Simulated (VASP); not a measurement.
# CdS (Greenockite): cell size against the level of theory

Which functional gives the lattice of CdS (Greenockite) as experiment finds it, and is a dearer one worth its cost? The levels: LDA, PBE, r2SCAN, PBE + D3(BJ), r2SCAN + rVV10, SCAN, PBE + D4 and revPBE + D3(BJ). The start is a cell from a database of measured crystal structures.

Program: VASP 6.6.1. Level of theory: LDA; plane waves and PAW (Cd, S), in the first sound run; inputs show where later runs differ. Results are calculated unless marked as measured.

The database entry behind the starting cell differs from later determinations by our own check (about 0.35 % long), so it need not match the best structure at ambient conditions.

### Step 1. Set-up

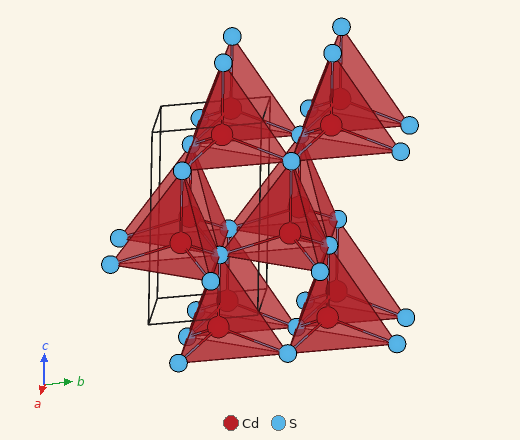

The starting structure, seen slightly off an axis (cadmium red, sulfur blue). 2×2×1 cells are drawn. Some periodic images of atoms are drawn too.

### Step 2. Relaxation with LDA

Properties are meant for the cell that this level of theory prefers, so cell and atoms are relaxed first (ISIF = 3) until forces and stress are small; EDIFFG sets the threshold. LDA, the lowest rung, knows the local density alone.

File INCAR:

```
SYSTEM = CdS
PREC = Accurate
ENCUT = 520
EDIFF = 1E-06
NELM = 100
ISMEAR = -1
SIGMA = 0.05
LREAL = .FALSE.
ALGO = Normal
GGA = CA
NBANDS = 24
LORBIT = 11
LWAVE = .FALSE.
LCHARG = .FALSE.
KPAR = 4
IBRION = 2
NSW = 60
ISIF = 3
EDIFFG = -0.01
```

File POSCAR:

```
CdS
1.0
    4.1500000000      0.0000000000      0.0000000000
   -2.0750000000      3.5940054257      0.0000000000
    0.0000000000      0.0000000000      6.7370000000
Cd S
2 2
Direct
    0.3333333333      0.6666666667      0.0000000000
    0.6666666667      0.3333333333      0.5000000000
    0.3333333333      0.6666666667      0.3750000000
    0.6666666667      0.3333333333      0.8750000000
```

File KPOINTS:

```
Automatic mesh
0
Gamma
7 7 4
0 0 0
```

PAW data sets: Cd and S (PBE family, release 64).

On the command line:

```
> mpirun -np 4 vasp_std
```

The program printed:

```text
[banner, memory and clock lines left out]
running    4 mpi-ranks, on    1 nodes
 distrk:  each k-point on    1 cores,    4 groups
 distr:  one band on    1 cores,    1 groups

 POSCAR found type information on POSCAR CdS
 POSCAR found :  2 types and       4 ions
|                                                                             |
|               ----> ADVICE to this user running VASP <----                  |
|                                                                             |
|     You enforced a specific xc type in the INCAR file but a different       |
|     [... a line on the potential file left out ...]
|     I HOPE YOU KNOW WHAT YOU ARE DOING!                                     |
|                                                                             |

 LDA part: xc-table for (Slater(with rela. corr.)+CA(PZ))
 , standard interpolation
 POSCAR, INCAR and KPOINTS ok, starting setup
 FFT: planning ... GRIDC
 FFT: planning ... GRID_SOFT
 FFT: planning ... GRID
 WAVECAR not read
 entering main loop
       N       E                     dE             d eps       ncg     rms          rms(c)
DAV:   1     0.246798775602E+03    0.24680E+03   -0.17722E+04  1152   0.138E+03
DAV:   2    -0.316499676315E+01   -0.24996E+03   -0.24246E+03  1352   0.337E+02
DAV:   3    -0.158233443764E+02   -0.12658E+02   -0.12614E+02  1432   0.772E+01
DAV:   4    -0.159462890625E+02   -0.12294E+00   -0.12290E+00  1376   0.755E+00
DAV:   5    -0.159484585943E+02   -0.21695E-02   -0.21695E-02  1456   0.947E-01    0.992E+00
DAV:   6    -0.148974489129E+02    0.10510E+01   -0.24529E+00  1536   0.183E+01    0.786E+00
DAV:   7    -0.148821273718E+02    0.15322E-01   -0.68748E-01  1344   0.474E+00    0.394E+00
DAV:   8    -0.148731083580E+02    0.90190E-02   -0.10377E-01  1256   0.330E+00    0.456E-01
DAV:   9    -0.148694357491E+02    0.36726E-02   -0.21384E-02  1520   0.180E+00    0.109E-01
DAV:  10    -0.148694572855E+02   -0.21536E-04   -0.11704E-03  1360   0.273E-01    0.773E-02
DAV:  11    -0.148694624276E+02   -0.51421E-05   -0.75779E-05  1448   0.585E-02    0.697E-02
DAV:  12    -0.148694702068E+02   -0.77792E-05   -0.34995E-05  1352   0.369E-02    0.210E-02
DAV:  13    -0.148694677883E+02    0.24186E-05   -0.78334E-06  1384   0.219E-02    0.926E-03
DAV:  14    -0.148694676572E+02    0.13110E-06   -0.25662E-07   696   0.482E-03
   1 F= -.14869468E+02 E0= -.14869467E+02  d E =-.148695E+02
 curvature:   0.00 expect dE= 0.000E+00 dE for cont linesearch  0.000E+00
 trial: gam= 0.00000 g(F)=  0.787E-03 g(S)=  0.935E-01 ort = 0.000E+00 (trialstep = 0.100E+01)
 search vector abs. value=  0.943E-01
 bond charge predicted
       N       E                     dE             d eps       ncg     rms          rms(c)
DAV:   1    -0.161190334295E+02   -0.12496E+01   -0.24850E+01  1232   0.513E+01    0.755E+00
DAV:   2    -0.149961891842E+02    0.11228E+01   -0.33007E+00  1280   0.239E+01    0.243E+00
DAV:   3    -0.149097563533E+02    0.86433E-01   -0.34422E-01  1248   0.462E+00    0.199E+00
DAV:   4    -0.149017499500E+02    0.80064E-02   -0.18019E-02  1216   0.136E+00    0.684E-01
DAV:   5    -0.148988367849E+02    0.29132E-02   -0.50863E-03  1440   0.843E-01    0.313E-01
DAV:   6    -0.148987866509E+02    0.50134E-04   -0.96663E-04  1192   0.246E-01    0.587E-02
DAV:   7    -0.148987862051E+02    0.44577E-06   -0.32283E-05  1448   0.590E-02    0.307E-02
DAV:   8    -0.148987859653E+02    0.23981E-06   -0.49137E-06  1240   0.121E-02
   2 F= -.14898786E+02 E0= -.14898786E+02  d E =-.293183E-01
[...]
3 F= -.14904409E+02 E0= -.14904409E+02  d E =-.349416E-01
 curvature:  -0.35 expect dE=-0.508E-04 dE for cont linesearch -0.158E-08
 trial: gam= 0.00133 g(F)=  0.658E-04 g(S)=  0.805E-04 ort = 0.207E-04 (trialstep = 0.944E+00)
 search vector abs. value=  0.146E-03
 bond charge predicted
       N       E                     dE             d eps       ncg     rms          rms(c)
DAV:   1    -0.149046695130E+02   -0.26060E-03   -0.29087E-02  1152   0.110E+00    0.115E-01
DAV:   2    -0.149045428662E+02    0.12665E-03   -0.76140E-04  1344   0.226E-01    0.456E-02
DAV:   3    -0.149044823050E+02    0.60561E-04   -0.67647E-05  1368   0.658E-02    0.239E-02
DAV:   4    -0.149044686631E+02    0.13642E-04   -0.29391E-05  1368   0.402E-02    0.715E-03
DAV:   5    -0.149044684361E+02    0.22705E-06   -0.32360E-06  1192   0.157E-02
   4 F= -.14904468E+02 E0= -.14904468E+02  d E =-.591651E-04
 trial-energy change:   -0.000059  1 .order   -0.000062   -0.000138    0.000014
 step:   0.8563(harm=  0.8563)  dis= 0.00077  next Energy=   -14.904472 (dE=-0.626E-04)
 reached required accuracy - stopping structural energy minimisation
```

Elapsed: 15 s, on 4 MPI ranks of Intel Xeon 6975P-C (Granite Rapids), shared host; peak memory 0.83 GiB; 59 s of CPU time.

The logs omit lines about the potential files and the build; timing stands in the text.

Parts of OUTCAR (step 2):

```text
ion  position               nearest neighbor table
   1  0.333  0.667  0.000-   3 2.53   4 2.54   4 2.54   4 2.54
   2  0.667  0.333  0.500-   4 2.53   3 2.54   3 2.54   3 2.54
   3  0.333  0.667  0.375-   1 2.53   2 2.54   2 2.54   2 2.54
   4  0.667  0.333  0.875-   2 2.53   1 2.54   1 2.54   1 2.54

  LATTYP: Found a hexagonal cell.
 ALAT       =     4.1500000000
 C/A-ratio  =     1.6233734940

 Subroutine GETGRP returns: Found 12 space group operations
 (whereof  6 operations were pure point group operations)

The static configuration has the point symmetry C_3v.
 The point group associated with its full space group is C_6v.

 Found     24 irreducible k-points:

   k-points           NKPTS =     24   k-points in BZ     NKDIM =     24   number of bands    NBANDS=     24

   dimension x,y,z NGX =    32 NGY =   32 NGZ =   50
   dimension x,y,z NGXF=    64 NGYF=   64 NGZF=  100

   ENCUT  =  520.0 eV  38.22 Ry    6.18 a.u.   7.72  7.72 12.53*2*pi/ulx,y,z

   NELECT =      36.0000    total number of electrons

 k-points in reciprocal lattice and weights: Automatic mesh
   0.00000000  0.00000000  0.00000000       0.005
   0.14285714 -0.00000000  0.00000000       0.031
   0.28571429 -0.00000000  0.00000000       0.031
   0.42857143 -0.00000000  0.00000000       0.031
   0.14285714  0.14285714  0.00000000       0.031
   0.28571429  0.14285714  0.00000000       0.061
   0.42857143  0.14285714  0.00000000       0.031
   0.28571429  0.28571429  0.00000000       0.031
   0.00000000  0.00000000  0.25000000       0.010
[...]
0.42857143  0.14285714  0.50000000       0.031
   0.28571429  0.28571429  0.50000000       0.031

 average (electrostatic) potential at core
       1 -39.0662       2 -39.0662       3 -89.1232       4 -89.1232

 E-fermi :   1.8559

 k-point     1 :       0.0000    0.0000    0.0000
  band No.  band energies     occupation
    ...
     14       0.4931      2.00000
     15       0.4931      2.00000
     16       1.2546      1.99999
     17       1.3162      1.99996
     18       1.3162      1.99996
     19       2.3413      0.00012
     20       3.9371      0.00000
     21       7.6167      0.00000
     22       7.6167      0.00000
     23       7.8954      0.00000
    ...

 k-point     2 :       0.1429   -0.0000    0.0000
  band No.  band energies     occupation
    ...
     14      -0.3403      2.00000
     15       0.2276      2.00000
     16       0.2520      2.00000
     17       1.0939      2.00000
     18       1.1608      2.00000
     19       3.3432      0.00000
     20       4.6871      0.00000
     21       6.9886      0.00000
     22       7.9213      0.00000
     23       8.0525      0.00000
    ...

 k-point     3 :       0.2857   -0.0000    0.0000
  band No.  band energies     occupation
    ...
     14      -1.6084      2.00000
     15      -1.0613      2.00000
     16      -0.2951      2.00000
     17       0.6112      2.00000
     18       0.8086      2.00000
     19       4.4030      0.00000
     20       5.1879      0.00000
     21       6.5845      0.00000
     22       7.4262      0.00000
     23       8.2533      0.00000
    ...

  Total        0.0031526      0.0031526     -0.0138475      0.0000000      0.0000000      0.0000000
  in kB        0.0524094      0.0524094     -0.2302063      0.0000000      0.0000000      0.0000000
  external PRESSURE =      -0.0417959 kB  Pullay stress =       0.0000000 kB

  energy-cutoff  :      520.00
  volume of cell :       96.37
      direct lattice vectors                 reciprocal lattice vectors
     4.086540653  0.000000000  0.000000000     0.244705751  0.141280931 -0.000000000
    -2.043270327  3.539048019 -0.000000000     0.000000000  0.282561863  0.000000000
     0.000000000 -0.000000000  6.663800207     0.000000000  0.000000000  0.150064523

 POSITION                                       TOTAL-FORCE (eV/Angst)
 -----------------------------------------------------------------------------------
     -0.00000      2.35937      6.66077         0.000000     -0.000000      0.000252
      2.04327      1.17968      3.32887         0.000000     -0.000000      0.000252
     -0.00000      2.35937      2.50195        -0.000000      0.000000     -0.000252
      2.04327      1.17968      5.83385        -0.000000      0.000000     -0.000252
 -----------------------------------------------------------------------------------
    total drift:                               -0.000000      0.000000     -0.000094

  FREE ENERGIE OF THE ION-ELECTRON SYSTEM (eV)
  ---------------------------------------------------
  free  energy   TOTEN  =       -14.9044684361 eV

  energy  without entropy=      -14.9044677120  energy(sigma->0) =      -14.90446807

 reached required accuracy - stopping structural energy minimisation

 total charge
# of ion       s       p       d       tot
------------------------------------------
    1        0.444   0.354   9.562  10.359
    2        0.444   0.354   9.562  10.359
    3        1.313   2.372   0.000   3.686
    4        1.313   2.372   0.000   3.686
--------------------------------------------------
tot          3.514   5.452  19.123  28.089

[... 3 further parts left out ...]
```

CONTCAR:

```
CdS
   1.00000000000000
     4.0865406533245094    0.0000000000000000    0.0000000000000000
    -2.0432703266622547    3.5390480193717098   -0.0000000000000000
     0.0000000000000000   -0.0000000000000000    6.6638002068192952
  Cd              S
     2     2
Direct
     0.3333333332999970    0.6666666667000030    0.9995454942523252
     0.6666666667000030    0.3333333332999970    0.4995454942523251
     0.3333333332999970    0.6666666667000030    0.3754545057476749
     0.6666666667000030    0.3333333332999970    0.8754545057476748
```

The gap is read on the k-mesh alone, so it is an upper bound where the band edges lie off the mesh. The PAW data sets were made with PBE, though LDA sets exist; this is a small mismatch. The run keeps the 12 symmetry operations of its start, so it cannot find a distortion of lower symmetry.

Step by step:

```tsv
step	energy less that of the first step (eV)	largest force (eV/Å)	pressure (GPa)	volume (Å³)
1	0.0000	0.0639	-2.55	100.48
2	-0.0293	0.0046	1.19	94.79
3	-0.0349	0.0185	0.01	96.35
4	-0.0350	0.0003	0.00	96.37
```

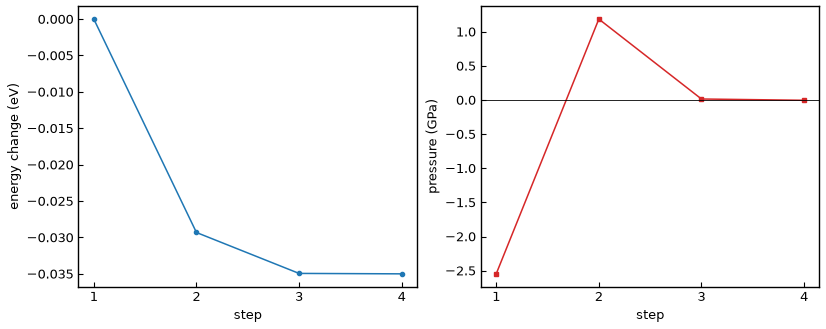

Energy and pressure along the relaxation.

```tsv
conventional cell, symmetrised	before	after	change
a (Å)	4.150	4.087	-1.5 %
b (Å)	4.150	4.087	-1.5 %
c (Å)	6.737	6.664	-1.1 %
volume (Å³/atom)	25.12	24.09	-4.1 %
```

Final coordinates:

```xyz
4
Lattice="4.0865 0.0000 0.0000 -2.0433 3.5390 0.0000 0.0000 0.0000 6.6638" Properties=species:S:1:pos:R:3 pbc="T T T"
Cd    0.0000    2.3594   -0.0030
Cd    2.0433    1.1797    3.3289
S     0.0000    2.3594    2.5020
S     2.0433    1.1797    5.8339
```

Numbers from this step:

* electrons: 36
* bands: 24
* irreducible k-points: 24
* symmetry operations: 12
* free energy (TOTEN): -14.90 eV
* Fermi energy: 1.856 eV
* pressure: -0.004180 GPa
* metallic: no
* valence top at k: 0, 0, 0
* conduction bottom at k: 0, 0, 0
* least direct gap at k: 0, 0, 0
* SCF cycles over all ionic steps: 34
* gap on the k-mesh: 1.025 eV
* least direct gap on the k-mesh: 1.025 eV

It ends with forces under 0.001 eV/Å and a pressure of 0.00 GPa. The volume lies -4.1 % from that of the database's start, which holds the thermal and zero-point expansion of its experiment. LDA is known to overbind. The conventional cell has a = 4.087 and c = 6.664 Å.

(Continued in part 2 of 3.)

[Lines on the potential files, build, host, timing and source positions are cut from VASP's logs without a mark.]

[Logs are printed without paths, hosts, clocks, repeated set-up lines and the standing remarks that a program may print on its own settings, such as how far it seeks lower states.]

[Hosts, paths, dates, database ids (printed as entryN), source tags and the programs' standing remarks are cut or masked in the printed files.]

[Measured values are set beside computed ones only where the two were judged alike; some that the calculation misses by far are left out.]
